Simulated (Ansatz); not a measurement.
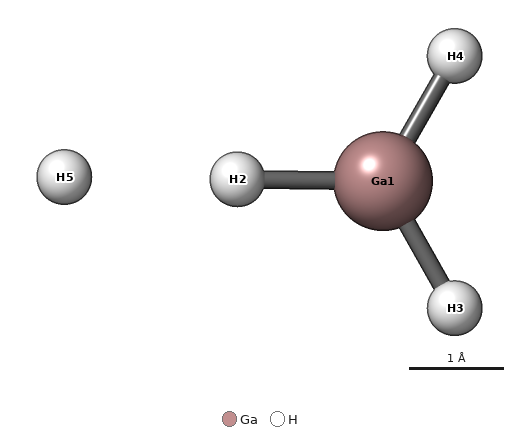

Fig. 1: The input geometry (ball-and-stick view, seen on its broad side; atoms are numbered from 1 in the order of the input). Sticks mark near contacts.

## Geometry relaxation, with input and output: GaH4

The run: geometry relaxation of GaH4, multiplicity 2. Method and program: UHF/def2-SVP (Ansatz 0.2.0).

It belongs to a series of runs on one base structure; here: end point A relaxed. Figures and captions count atoms from 1; the log counts them from 0 in places.

**Input**
```yaml
crystal:
  periodic: [false, false, false]
  atoms:
    - { symbol: Ga, position_ang: [8.6e-05, -2.8e-05, -0.08815] }
    - { symbol: H, position_ang: [0.00032, 1.2e-05, 1.4863] }
    - { symbol: H, position_ang: [1.365785, 9.0e-06, -0.862901] }
    - { symbol: H, position_ang: [-1.365857, 9.0e-06, -0.862467] }
    - { symbol: H, position_ang: [-0.000335, -2.0e-06, 3.357219] }
magnetization:
  spin_polarized: true
  initial_magnetization: 1
basis:
  gaussian: { orbitals: def2-SVP }
hamiltonian:
  xc: hf
relax:
  f_tol: 0.03
  max_steps: 50
```

Run on 1 thread of Arm Neoverse N1, 24 GiB of memory available, shared host.

Launched with:
```bash
ansatz run input.yaml --threads 1 --pin off --max-ram 2048MiB --backend cpu --events-out ev --progress --plain --runs-dir out
```

**What the program printed**
```
The last accepted step is kept in [file] (removed where the run ends without a failure and the disk answers)
Engine: ansatz 0.2.0, aarch64-unknown-linux-gnu
Functional definition: HF
  exchange = exact_x
  correlation = 0
560 factors; integrals over basis functions are off by at most 3.9e-4 eV
mean field evaluation 1: about -52386.3768 eV, gradient 8.6e0 eV
mean field evaluation 2: about -52386.3864 eV, gradient 8.6e0 eV
mean field evaluation 4: about -52387.5202 eV, gradient 2.2e0 eV
mean field evaluation 8: about -52387.5810 eV, gradient 8.2e-4 eV
mean field -52387.58104260 eV, -1925.2080937378 hartree, gradient 7.0e-6 eV, S^2 0.751672; 0 other end points of the search recorded, 0 dependent functions left out
the calculation of the forces begins
reference -52387.58104260 eV, -1925.2080937378 hartree; 18, 17 occupied and 34, 35 virtual orbitals, 560 factors
relax step   1: F+E_penalty+E_count = -52387.58104260 eV  Δ(F+E_penalty+E_count) = +0.000e0 eV  max|allowed force component| = 3.262e-1 eV/Å  Δτ_max = 0.0000 Å  (35 SCF iters, accepted)
these checks for a lower state are left out or cut short: starts, cluster_reference, orbital_swaps, neighbouring_geometries, increment
560 factors; integrals over basis functions are off by at most 3.4e-4 eV
mean field evaluation 16: about -52387.6181 eV, gradient 1.6e-4 eV
mean field -52387.61805340 eV, -1925.2094538595 hartree, gradient 2.1e-5 eV, S^2 0.751006; 0 other end points of the search recorded, 0 dependent functions left out
the calculation of the forces begins
reference -52387.61805340 eV, -1925.2094538595 hartree; 18, 17 occupied and 34, 35 virtual orbitals, 560 factors
relax step   2: F+E_penalty+E_count = -52387.61805340 eV  Δ(F+E_penalty+E_count) = -3.701e-2 eV  max|allowed force component| = 2.839e-1 eV/Å  Δτ_max = 0.1107 Å  (32 SCF iters, accepted)
these checks for a lower state are left out or cut short: starts, cluster_reference, orbital_swaps, neighbouring_geometries, increment
560 factors; integrals over basis functions are off by at most 3.4e-4 eV
mean field -52387.66640697 eV, -1925.2112308204 hartree, gradient 2.4e-5 eV, S^2 0.750326; 0 other end points of the search recorded, 0 dependent functions left out
the calculation of the forces begins
reference -52387.66640697 eV, -1925.2112308204 hartree; 18, 17 occupied and 34, 35 virtual orbitals, 560 factors
relax step   3: F+E_penalty+E_count = -52387.66640697 eV  Δ(F+E_penalty+E_count) = -4.835e-2 eV  max|allowed force component| = 1.390e-1 eV/Å  Δτ_max = 0.1950 Å  (32 SCF iters, accepted)
these checks for a lower state are left out or cut short: starts, cluster_reference, orbital_swaps, neighbouring_geometries, increment
560 factors; integrals over basis functions are off by at most 3.4e-4 eV
mean field evaluation 32: about -52387.6927 eV, gradient 1.5e-5 eV
mean field -52387.69269530 eV, -1925.2121968988 hartree, gradient 1.5e-5 eV, S^2 0.750115; 0 other end points of the search recorded, 0 dependent functions left out
the calculation of the forces begins
reference -52387.69269530 eV, -1925.2121968988 hartree; 18, 17 occupied and 34, 35 virtual orbitals, 560 factors
relax step   4: F+E_penalty+E_count = -52387.69269530 eV  Δ(F+E_penalty+E_count) = -2.629e-2 eV  max|allowed force component| = 7.509e-2 eV/Å  Δτ_max = 0.2000 Å  (33 SCF iters, accepted)
these checks for a lower state are left out or cut short: starts, cluster_reference, orbital_swaps, neighbouring_geometries, increment
560 factors; integrals over basis functions are off by at most 3.4e-4 eV
mean field -52387.70639956 eV, -1925.2127005212 hartree, gradient 1.1e-5 eV, S^2 0.750040; 0 other end points of the search recorded, 0 dependent functions left out
the calculation of the forces begins
reference -52387.70639956 eV, -1925.2127005212 hartree; 18, 17 occupied and 34, 35 virtual orbitals, 560 factors
relax step   5: F+E_penalty+E_count = -52387.70639956 eV  Δ(F+E_penalty+E_count) = -1.370e-2 eV  max|allowed force component| = 3.817e-2 eV/Å  Δτ_max = 0.2000 Å  (33 SCF iters, accepted)
these checks for a lower state are left out or cut short: starts, cluster_reference, orbital_swaps, neighbouring_geometries, increment
560 factors; integrals over basis functions are off by at most 3.4e-4 eV
mean field -52387.71311316 eV, -1925.2129472412 hartree, gradient 8.0e-6 eV, S^2 0.750015; 0 other end points of the search recorded, 0 dependent functions left out
the calculation of the forces begins
reference -52387.71311316 eV, -1925.2129472412 hartree; 18, 17 occupied and 34, 35 virtual orbitals, 560 factors
relax step   6: F+E_penalty+E_count = -52387.71311316 eV  Δ(F+E_penalty+E_count) = -6.714e-3 eV  max|allowed force component| = 1.908e-2 eV/Å  Δτ_max = 0.1950 Å  (33 SCF iters, accepted)
these checks for a lower state are left out or cut short: starts, cluster_reference, orbital_swaps, neighbouring_geometries, increment
560 factors; integrals over basis functions are off by at most 3.4e-4 eV
mean field -52387.71642940 eV, -1925.2130691109 hartree, gradient 2.7e-5 eV, S^2 0.750006; 0 other end points of the search recorded, 0 dependent functions left out
the calculation of the forces begins
reference -52387.71642940 eV, -1925.2130691109 hartree; 18, 17 occupied and 34, 35 virtual orbitals, 560 factors
relax step   7: F+E_penalty+E_count = -52387.71642940 eV  Δ(F+E_penalty+E_count) = -3.316e-3 eV  max|allowed force component| = 9.357e-3 eV/Å  Δτ_max = 0.1942 Å  (26 SCF iters, accepted)
these checks for a lower state are left out or cut short: starts, cluster_reference, orbital_swaps, neighbouring_geometries, increment
560 factors; integrals over basis functions are off by at most 3.4e-4 eV
mean field -52387.71799942 eV, -1925.2131268079 hartree, gradient 2.3e-5 eV, S^2 0.750002; 0 other end points of the search recorded, 0 dependent functions left out
the calculation of the forces begins
reference -52387.71799942 eV, -1925.2131268079 hartree; 18, 17 occupied and 34, 35 virtual orbitals, 560 factors
relax step   8: F+E_penalty+E_count = -52387.71799942 eV  Δ(F+E_penalty+E_count) = -1.570e-3 eV  max|allowed force component| = 8.877e-3 eV/Å  Δτ_max = 0.1881 Å  (25 SCF iters, accepted)
these checks for a lower state are left out or cut short: starts, cluster_reference, orbital_swaps, neighbouring_geometries, increment
559 factors; integrals over basis functions are off by at most 3.4e-4 eV
mean field -52387.71789682 eV, -1925.2131230377 hartree, gradient 2.3e-5 eV, S^2 0.750001; 0 other end points of the search recorded, 0 dependent functions left out
the calculation of the forces begins
reference -52387.71789682 eV, -1925.2131230377 hartree; 18, 17 occupied and 34, 35 virtual orbitals, 559 factors
relax step   9: F+E_penalty+E_count = -52387.71789682 eV  Δ(F+E_penalty+E_count) = +1.026e-4 eV  max|allowed force component| = 6.915e-2 eV/Å  Δτ_max = 0.1952 Å  (22 SCF iters, rejected (line search))
these checks for a lower state are left out or cut short: starts, cluster_reference, orbital_swaps, neighbouring_geometries, increment
559 factors; integrals over basis functions are off by at most 3.4e-4 eV
mean field evaluation 64: about -52387.7233 eV, gradient 1.6e-1 eV
mean field -52387.71834119 eV, -1925.2131393678 hartree, gradient 1.8e-5 eV, S^2 0.750001; 0 other end points of the search recorded, 0 dependent functions left out
the calculation of the forces begins
reference -52387.71834119 eV, -1925.2131393678 hartree; 18, 17 occupied and 34, 35 virtual orbitals, 559 factors
relax step  10: F+E_penalty+E_count = -52387.71834119 eV  Δ(F+E_penalty+E_count) = -3.418e-4 eV  max|allowed force component| = 3.974e-2 eV/Å  Δτ_max = 0.0958 Å  (23 SCF iters, accepted)
these checks for a lower state are left out or cut short: starts, cluster_reference, orbital_swaps, neighbouring_geometries, increment
559 factors; integrals over basis functions are off by at most 3.4e-4 eV
mean field -52387.71816504 eV, -1925.2131328946 hartree, gradient 2.0e-5 eV, S^2 0.750001; 0 other end points of the search recorded, 0 dependent functions left out
the calculation of the forces begins
reference -52387.71816504 eV, -1925.2131328946 hartree; 18, 17 occupied and 34, 35 virtual orbitals, 559 factors
relax step  11: F+E_penalty+E_count = -52387.71816504 eV  Δ(F+E_penalty+E_count) = +1.761e-4 eV  max|allowed force component| = 7.542e-2 eV/Å  Δτ_max = 0.0958 Å  (22 SCF iters, rejected (line search))
these checks for a lower state are left out or cut short: starts, cluster_reference, orbital_swaps, neighbouring_geometries, increment
559 factors; integrals over basis functions are off by at most 3.4e-4 eV
mean field -52387.71862966 eV, -1925.2131499689 hartree, gradient 1.6e-5 eV, S^2 0.750001; 0 other end points of the search recorded, 0 dependent functions left out
the calculation of the forces begins
reference -52387.71862966 eV, -1925.2131499689 hartree; 18, 17 occupied and 34, 35 virtual orbitals, 559 factors
relax step  12: F+E_penalty+E_count = -52387.71862966 eV  Δ(F+E_penalty+E_count) = -2.885e-4 eV  max|allowed force component| = 1.078e-2 eV/Å  Δτ_max = 0.0465 Å  (23 SCF iters, accepted)
```

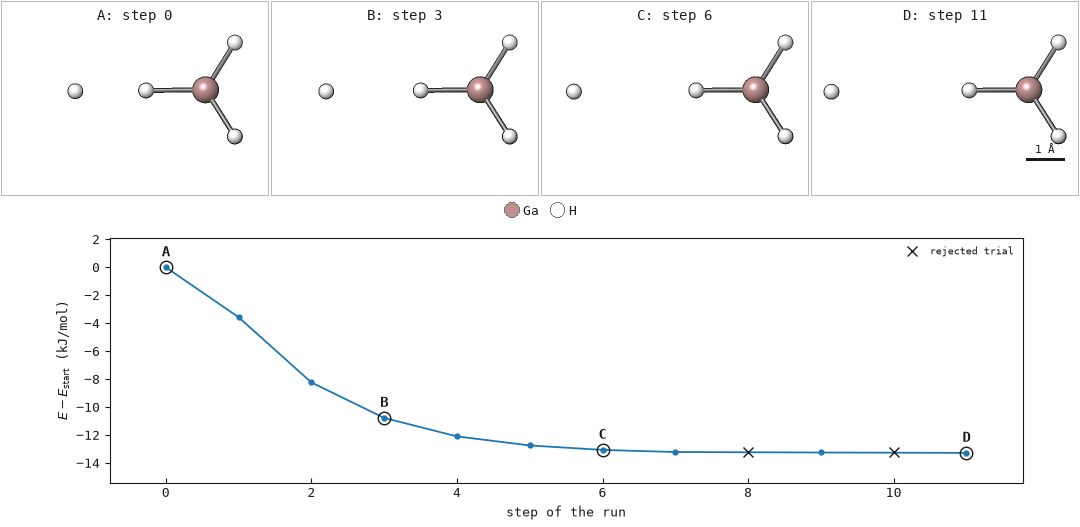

Fig. 2: Frames of the relaxation (ball-and-stick view, seen at a tilt) above the curves, on which the letters mark them (the first geometry is step 0 here and step 1 in the log).

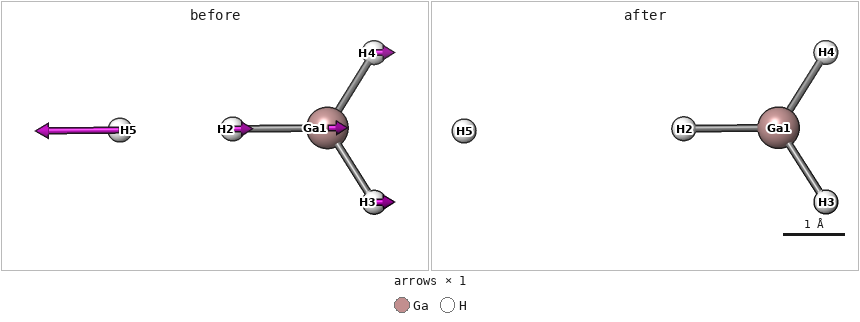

Fig. 3: Before (left) and after (right) the relaxation, at one scale (ball-and-stick view, seen at a tilt). The pink arrows give the displacements, at true length. H5 moves most after the best rigid fit: 1.43 Å. By element the largest moves are H 1.43 Å, Ga 0.35 Å. Over 11 geometry steps the energy falls by 13.3 kJ/mol. Largest force component: 0.33 eV/Å at the start, 0.011 eV/Å at the end. The line search rejected the trial steps at points 8, 10 (counted from 0) and went back. (Atoms are counted from 1 in the order of the input.)

```
559 factors; integrals over basis functions are off by at most 3.4e-4 eV
mean field -52387.71862966 eV, -1925.2131499689 hartree, gradient 1.6e-5 eV, S^2 0.750001; 1 other end points of the search recorded, 0 dependent functions left out
the calculation of the forces begins
reference -52387.71862966 eV, -1925.2131499689 hartree; 18, 17 occupied and 34, 35 virtual orbitals, 559 factors
Total energy: -52387.71862966 eV, -1925.2131499689 hartree
Atom 0 at     0.000120     0.000206    -0.439040 Å, force     0.000010    -0.001814    -0.006925 eV/Å
Atom 1 at     0.000330    -0.000193     1.134682 Å, force     0.000037     0.000602     0.008714 eV/Å
Atom 2 at     1.365183    -0.000038    -1.224291 Å, force    -0.010777     0.000606    -0.002211 eV/Å
Atom 3 at    -1.365171    -0.000038    -1.223889 Å, force     0.010731     0.000606    -0.002281 eV/Å
Atom 4 at    -0.000463     0.000064     4.782538 Å, force    -0.000001     0.000000     0.002703 eV/Å
Dipole moment:     0.000006     0.000279    -0.001319 e Å
```

**Trajectory as extended XYZ (Å, eV, eV/Å), 12 frames, from step=1 to step=12**
```
5
Properties=species:S:1:pos:R:3:forces:R:3 step=1 energy=-52387.58104
Ga    0.0001    0.0000   -0.0882    0.0001   0.0002   0.0004
H     0.0003    0.0000    1.4863    0.0001  -0.0001  -0.2092
H     1.3658    0.0000   -0.8629    0.0419  -0.0001  -0.0587
H    -1.3659    0.0000   -0.8625   -0.0419  -0.0001  -0.0587
H    -0.0003    0.0000    3.3572   -0.0001   0.0000   0.3262
5
Properties=species:S:1:pos:R:3:forces:R:3 step=2 energy=-52387.61805
Ga    0.0001    0.0000   -0.1099    0.0000  -0.0002   0.0297
H     0.0003    0.0000    1.4710    0.0001   0.0001  -0.2839
H     1.3616    0.0000   -0.8997    0.0121   0.0001   0.0023
H    -1.3616    0.0000   -0.8993   -0.0121   0.0001   0.0023
H    -0.0003    0.0000    3.4680   -0.0001   0.0000   0.2496
5
Properties=species:S:1:pos:R:3:forces:R:3 step=3 energy=-52387.66641
Ga    0.0001   -0.0001   -0.1650    0.0000   0.0007  -0.0244
H     0.0003    0.0000    1.4056    0.0000  -0.0002  -0.0406
H     1.3726    0.0000   -0.9370   -0.0327  -0.0002  -0.0370
H    -1.3727    0.0000   -0.9366    0.0328  -0.0002  -0.0370
H    -0.0003    0.0000    3.6630    0.0000   0.0000   0.1390
5
Properties=species:S:1:pos:R:3:forces:R:3 step=4 energy=-52387.69269
Ga    0.0001    0.0000   -0.2109    0.0000   0.0002  -0.0004
H     0.0003    0.0000    1.3623    0.0000  -0.0001  -0.0423
H     1.3667    0.0000   -0.9924   -0.0099  -0.0001  -0.0162
H    -1.3668    0.0000   -0.9920    0.0099  -0.0001  -0.0162
H    -0.0004    0.0000    3.8630    0.0000   0.0000   0.0751
5
Properties=species:S:1:pos:R:3:forces:R:3 step=5 energy=-52387.70640
Ga    0.0001    0.0000   -0.2592    0.0000   0.0000  -0.0041
H     0.0003    0.0000    1.3141    0.0000   0.0000  -0.0175
H     1.3647    0.0000   -1.0441   -0.0023   0.0000  -0.0083
H    -1.3647    0.0000   -1.0437    0.0023   0.0000  -0.0083
H    -0.0004    0.0000    4.0630    0.0000   0.0000   0.0382
5
Properties=species:S:1:pos:R:3:forces:R:3 step=6 energy=-52387.71311
Ga    0.0001    0.0000   -0.3070    0.0000   0.0003  -0.0036
H     0.0003    0.0000    1.2670    0.0000  -0.0001  -0.0135
H     1.3636    0.0000   -1.0942   -0.0013  -0.0001  -0.0010
H    -1.3636    0.0000   -1.0938    0.0013  -0.0001  -0.0010
H    -0.0004    0.0000    4.2580    0.0000   0.0000   0.0191
5
Properties=species:S:1:pos:R:3:forces:R:3 step=7 energy=-52387.71643
Ga    0.0001    0.0001   -0.3558    0.0000  -0.0008   0.0019
H     0.0003   -0.0001    1.2184    0.0000   0.0003  -0.0068
H     1.3637    0.0000   -1.1425   -0.0005   0.0003  -0.0023
H    -1.3637    0.0000   -1.1422    0.0005   0.0003  -0.0023
H    -0.0004    0.0000    4.4521    0.0000   0.0000   0.0094
5
Properties=species:S:1:pos:R:3:forces:R:3 step=8 energy=-52387.71800
Ga    0.0001   -0.0007   -0.4017    0.0000   0.0059  -0.0089
H     0.0003    0.0001    1.1725    0.0000  -0.0020  -0.0043
H     1.3626    0.0003   -1.1907    0.0011  -0.0020   0.0042
H    -1.3626    0.0003   -1.1903   -0.0011  -0.0020   0.0043
H    -0.0004    0.0001    4.6402    0.0000   0.0000   0.0047
5
Properties=species:S:1:pos:R:3:forces:R:3 step=9 energy=-52387.71790 accepted=F
Ga    0.0001    0.0085   -0.4577   -0.0001  -0.0692   0.0423
H     0.0003   -0.0021    1.1163    0.0002   0.0230   0.0161
H     1.3705   -0.0031   -1.2322   -0.0207   0.0231  -0.0302
H    -1.3705   -0.0031   -1.2317    0.0206   0.0231  -0.0304
H    -0.0005   -0.0003    4.8354    0.0000   0.0000   0.0022
5
Properties=species:S:1:pos:R:3:forces:R:3 step=10 energy=-52387.71834
Ga    0.0001   -0.0049   -0.4260    0.0000   0.0397   0.0025
H     0.0003    0.0011    1.1484    0.0000  -0.0133  -0.0055
H     1.3623    0.0018   -1.2144    0.0080  -0.0132  -0.0002
H    -1.3623    0.0018   -1.2141   -0.0080  -0.0132  -0.0001
H    -0.0005    0.0002    4.7361    0.0000   0.0000   0.0032
5
Properties=species:S:1:pos:R:3:forces:R:3 step=11 energy=-52387.71816 accepted=F
Ga    0.0001    0.0093   -0.4468    0.0000  -0.0754  -0.0310
H     0.0004   -0.0025    1.1277   -0.0001   0.0251  -0.0131
H     1.3599   -0.0033   -1.2416    0.0040   0.0251   0.0209
H    -1.3599   -0.0033   -1.2412   -0.0039   0.0251   0.0210
H    -0.0005   -0.0002    4.8318    0.0000   0.0000   0.0023
5
Properties=species:S:1:pos:R:3:forces:R:3 step=12 energy=-52387.71863
Ga    0.0001    0.0002   -0.4390    0.0000  -0.0018  -0.0069
H     0.0003   -0.0002    1.1347    0.0000   0.0006   0.0087
H     1.3652    0.0000   -1.2243   -0.0108   0.0006  -0.0022
H    -1.3652    0.0000   -1.2239    0.0107   0.0006  -0.0023
H    -0.0005    0.0001    4.7825    0.0000   0.0000   0.0027
```

**Key numbers**

- outcome: converged
- total energy: −52387.7186 eV
- mean-field energy: −52387.7186 eV
- ⟨S²⟩: 0.750
- largest force (length of the vector) at the end: 0.011 eV/Å
- wall time: 12 s
- peak memory: 0.099 GiB
